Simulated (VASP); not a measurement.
Band structure of Cu$_{3}$Sn (space group Fm-3m). All values below come from r2SCAN meta-GGA, VASP's PBE PAW potentials (set 64) (plane waves; VASP).

Unless said otherwise, spin-orbit coupling is left out, though it shifts the bands of the heavy elements here.

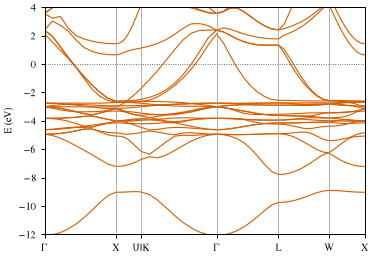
Bands along high-symmetry lines, zero at the valence-band maximum or, without a gap, the Fermi level

Read the plot: is there a gap, and where are the band edges?

It has no gap at this level: it comes out as a metal or semimetal.

The structure comes from a computed database's Cu3Sn entry (Fm-3m); how it stands against other phases isn't given here. It was relaxed first. The electron count is odd and the run is not spin-polarised, which forces a metal.
